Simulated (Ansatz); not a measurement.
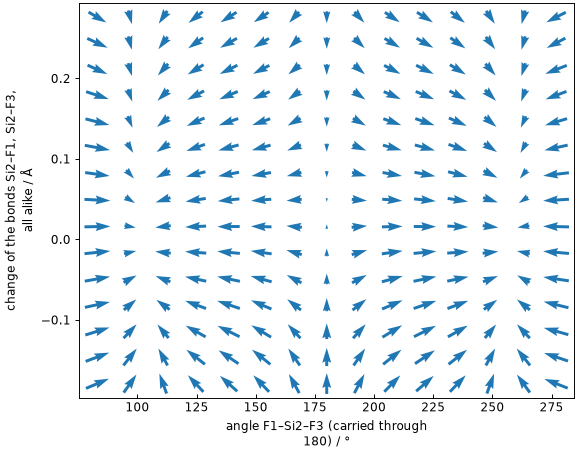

F2Si, SMILES F[Si]F. 
- The first coordinate is: angle F1–Si2–F3 (carried through 180); the second: change of the bonds Si2–F1, Si2–F3, all alike.
- Nothing is relaxed (all other coordinates rigid).
- The grid has 15 × 15 points; 120 points were computed and 105 follow by symmetry.
- Points are written as (first, second).
- Level of theory: Ansatz 0.2.0, RKS PBE-D4/def2-TZVP.

In the figure: arrows along the force (downhill), their lengths compressed.

> The arrows alone are given. Where are the wells?

The arrows converge at about (101°, 0.000 Å); about (258°, 0.00 Å) (read from the interpolated surface).

The energy map of the same scan:

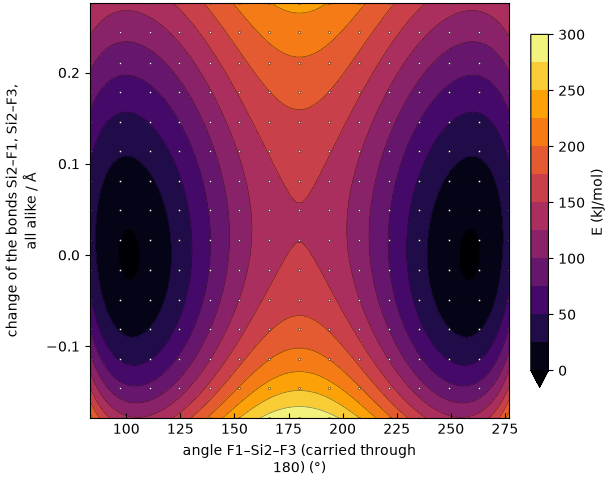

Energies are in kJ/mol, from the lowest grid point; between grid points the surface is interpolated.
